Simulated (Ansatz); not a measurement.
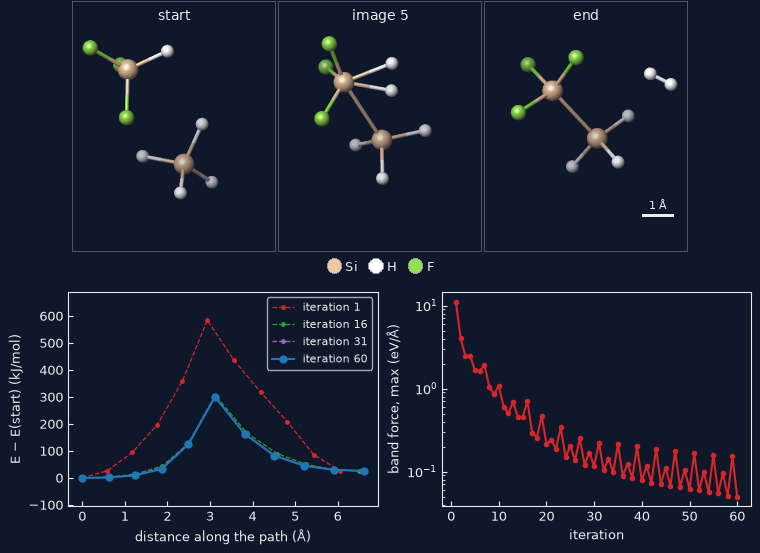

A nudged-elastic-band calculation for Si₂H₅F₃, made up at the start of SiHF3 and SiH$_{4}$. Images are numbered from 0 (start) to 10 (end). The plot follows the band through its iterations. The picture is a ball-and-stick view, seen from a free direction.

Level of theory: RKS PBE0-D4/def2-SVP (Ansatz 0.2.0). Set-up: 9 movable images; climbing image from the first iteration; force threshold 0.03 eV/Å; iteration limit 60; optimiser L-BFGS; starting path through a guess of the saddle point.

Judge this run.

Answer. The result isn't final. The band hadn't converged when the run stopped after 60 iterations. The largest component of the band force went from 11 to 0.05 eV/Å. The barrier read from it is provisional, though the highest image hardly moved in the last two iterations. The first iteration put the highest image at 584.6 kJ/mol. The highest point, image 5, lies 300.2 kJ/mol above the start and 274.4 kJ/mol above the end; the end is at +25.9 kJ/mol relative to the start.

Limits of the set-up: the start holds two separate molecules, 3.0 Å apart at their closest, whose relative position is a soft coordinate.
